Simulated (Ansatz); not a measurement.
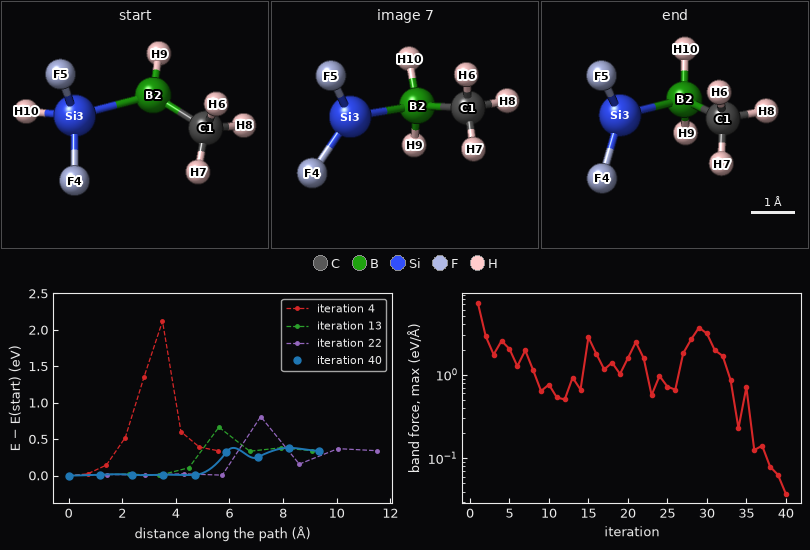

A nudged-elastic-band calculation for CH5BF2Si. Images are numbered from 0 (start) to 8 (end). The plot follows the band through its iterations. The picture is a ball-and-stick view, seen at a tilt.

These are results of UKS revPBE-D4/def2-SVP (Ansatz), not measurements. Set-up: 7 movable images; climbing image; force threshold 0.05 eV/Å; iteration limit 60; spring constant 20.0 eV/Å²; starting path through a guess of the saddle point.

**Judge this run.**

The run is converged, with reservations. The band converged in 40 iterations. The largest component of the band force went from 7.2 to 0.038 eV/Å. The climbing image converged on the top of the path. Its curvatures weren't checked. The first iteration put the highest image at 4.23 eV. The highest point, image 7, lies 0.38 eV above the start and 0.04 eV above the end; the end is at +0.34 eV relative to the start. The profile has 2 maxima (images 5, 7) with a dip at image 6 (+0.25 eV), so the process runs in steps.

The run took 12 min on 2 threads of Intel(R) Xeon(R) Platinum 8259CL CPU @ 2.50GHz (Skylake/Cascade Lake), on a shared host, peak memory 0.24 GiB.
